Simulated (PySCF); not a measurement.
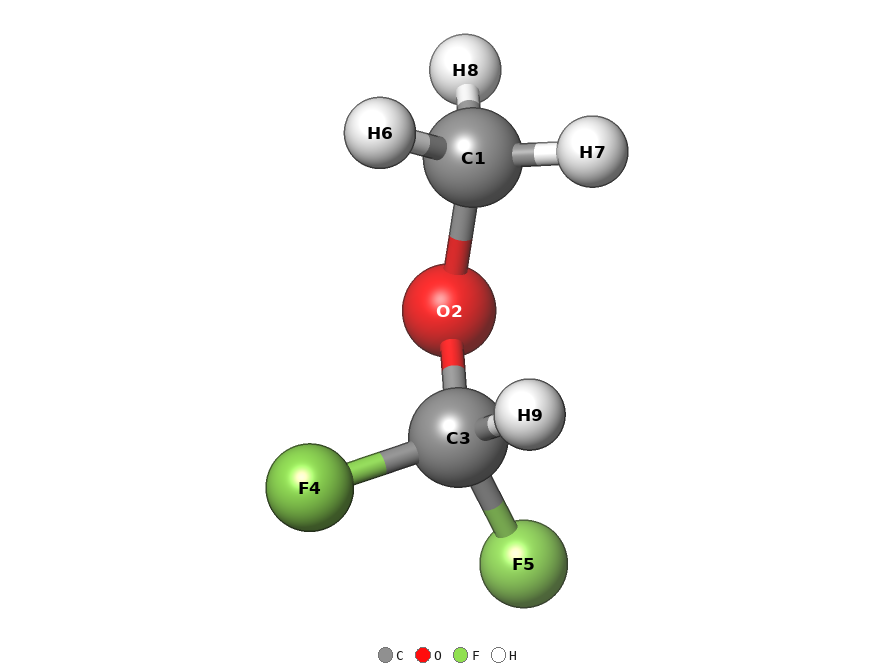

Geometry: an image of a reaction path computed with GFN2-xTB, not a minimum. Electric field gradients from the ground-state density, B3LYP/pcJ-1 (PySCF 2.14.0), non-relativistic apart from any core potentials.

Give the largest field-gradient component, the quadrupole coupling constant and the asymmetry for 17O at O2 (Q = −25.6 mb), 2H at H6 (Q = 2.86 mb), 2H at H7 (Q = 2.86 mb).

| atom | V_zz (a.u.) | e²qQ/h (MHz) | η |
| --- | --- | --- | --- |
| O2 | 1.940 | −11.67 | 0.87 |
| H6 | 0.284 | 0.191 | 0.09 |
| H7 | 0.284 | 0.191 | 0.10 |
